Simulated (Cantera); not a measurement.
Input: 1 mol BF₃, 0.11 mol O₂, 3.4 mol N₂, held at 13.0 mbar.

Cantera equilibrium calculation (NASA polynomials, part measured and part estimated; ideal gas, pure solids and liquids). Candidate condensed phases: B, BN, B₂O₃; 31 gas species. The tables' values for BF₂ are old estimates; treat these amounts as uncertain. Kinetics and transport are ignored.

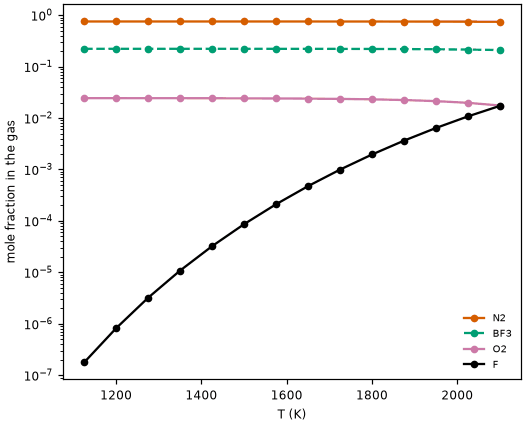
Fig. 1. Equilibrium gas composition (values under 1e-9 drawn at 1e-9)

Read off the mole fractions at 1725 K.

N₂ about 0.75, BF₃ about 0.22, O₂ about 0.024, F about 0.00100.
